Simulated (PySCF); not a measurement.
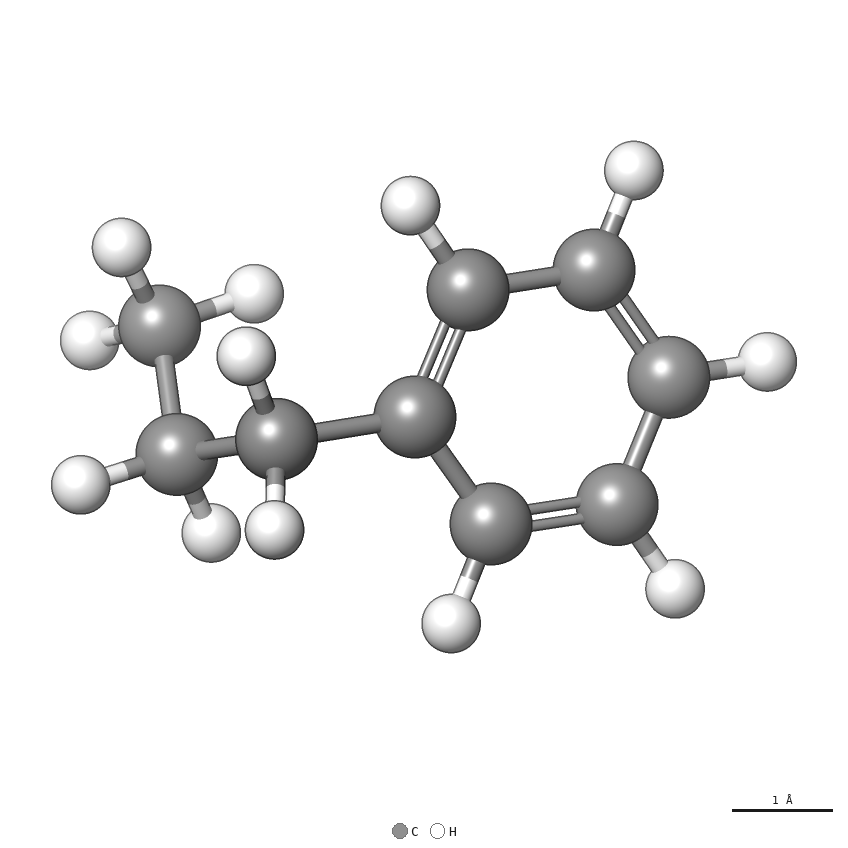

A ball-and-stick model of a molecule.

The computed structure is the end point of a GFN2-xTB optimisation. No frequency run is at hand to confirm it as a minimum.

> Count the atoms of each element.

C9H12, 21 atoms: 9 carbon and 12 hydrogen.

> Give the symmetry (Schoenflies symbol).

C1.

> What is its SMILES?

CCCc1ccccc1

> Describe its rings.

Independent rings (smallest set): 1 of 6 members, 1 of them aromatic.

> Count the bonded pairs by element.

12 C–H, 9 C–C.

The parts below concern this one geometry. Atoms keep their numbers from picture to picture.

### Shape

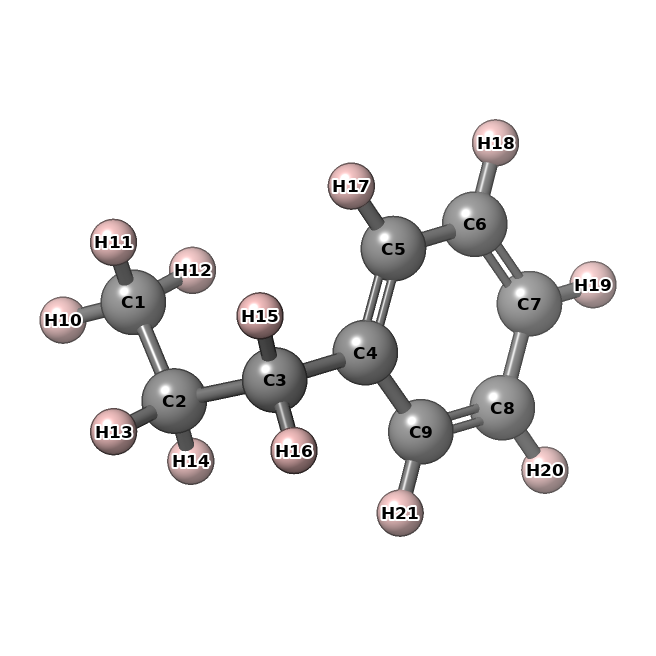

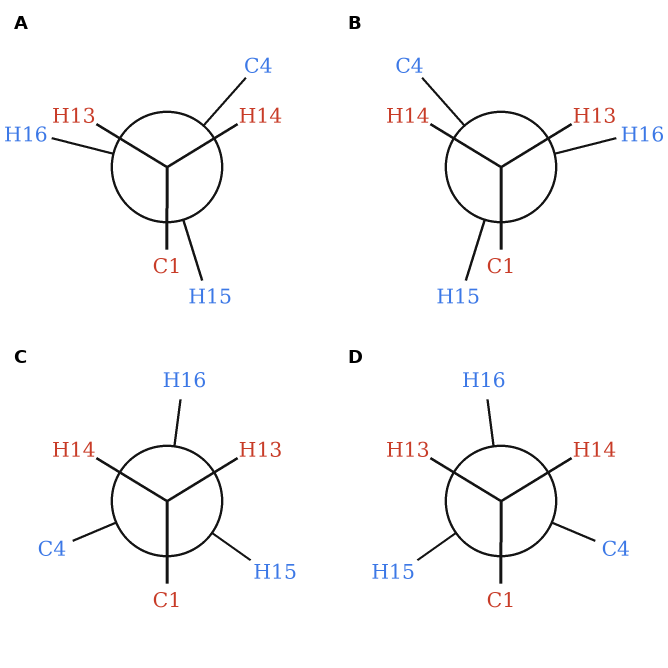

Depth is shown by fading: the farther an atom, the more it takes the colour of the background. Bonds that would overlap in a projection are set slightly apart. No frequency run is at hand to confirm it as a minimum.

> Which Newman projection shows the view along C2–C3, with C2 in front?

D. The torsion angle C1–C2–C3–C4 is −67°, synclinal (gauche).

### Electronic properties

No frequency run is at hand to confirm it as a minimum. Level of theory: PBE0/pcSseg-1, gas phase (PySCF 2.14.0).

> Estimate the HOMO energy (Kohn–Sham orbital).

−7.00 eV.

> Give the LUMO energy (Kohn–Sham orbital) at this level.

−0.12 eV.

> Estimate the dipole moment.

0.40 D.

### Charges

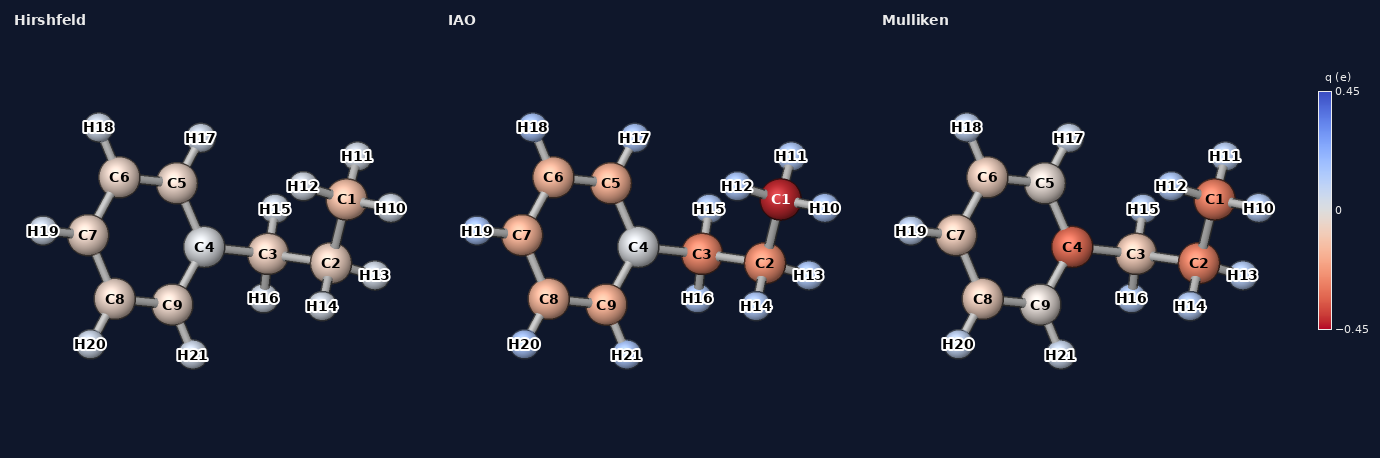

Atomic charges of one calculation by 3 schemes, on one colour scale. No frequency run is at hand to confirm it as a minimum. Computed with PBE0/pcSseg-1 (PySCF 2.14.0).

> Which scheme gives the most polar picture (largest mean size of the charges)?

The IAO charges are the largest in size here, and the Hirshfeld charges the smallest.

> On which atom do the schemes disagree most?

On C4 (from −0.31 to 0.01 e).

List the charges (e), one line for each set of equivalent atoms.

| atom | Hirshfeld | IAO | Mulliken |
| --- | --- | --- | --- |
| C1 | −0.12 | −0.42 | −0.28 |
| C2 | −0.06 | −0.24 | −0.26 |
| C3 | −0.07 | −0.26 | −0.09 |
| C4 | 0.01 | 0.01 | −0.31 |
| C5 | −0.05 | −0.16 | −0.03 |
| C6 | −0.05 | −0.15 | −0.07 |
| C7 | −0.06 | −0.16 | −0.08 |
| C8 | −0.05 | −0.15 | −0.07 |
| C9 | −0.05 | −0.16 | −0.02 |
| H10 | 0.04 | 0.14 | 0.12 |
| H11 | 0.04 | 0.13 | 0.10 |
| H12 | 0.03 | 0.14 | 0.13 |
| H13 | 0.04 | 0.13 | 0.12 |
| H14 | 0.03 | 0.13 | 0.12 |
| H15 | 0.04 | 0.13 | 0.11 |
| H16 | 0.04 | 0.14 | 0.12 |
| H17 | 0.05 | 0.15 | 0.06 |
| H18 | 0.05 | 0.15 | 0.09 |
| H19 | 0.05 | 0.15 | 0.09 |
| H20 | 0.05 | 0.15 | 0.09 |
| H21 | 0.05 | 0.14 | 0.06 |

### Ring current

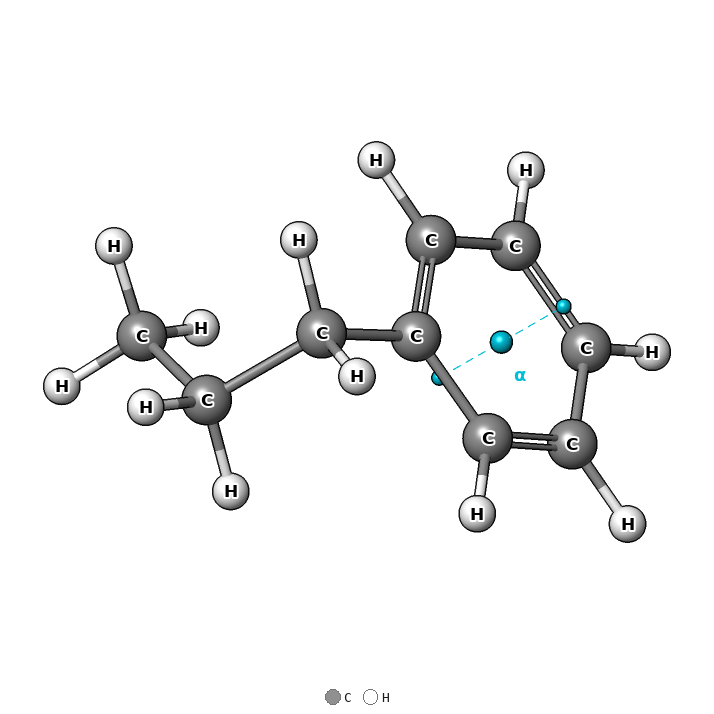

The small points mark where nucleus-independent chemical shifts (NICS) were computed: at the centre of each lettered ring and 1 Å above and below it. No frequency run is at hand to confirm it as a minimum. Method: GIAO PBE0/pcSseg-1 NMR shielding, non-relativistic, gas phase (PySCF 2.14.0).

Give NICS(0), NICS(1) and the out-of-plane component NICS(1)zz for each ring (means of the two sides).

```tsv
ring	members	NICS(0)	NICS(1)	NICS(1)zz
α	C6	−8.6	−11.3	−28.8
```

Values in ppm.

> What do the values say about the ring currents?

Ring α: diatropic, as in an aromatic ring. NICS is one index among several.

Mulliken values depend strongly on the basis set and can even reverse the polarity of a bond.
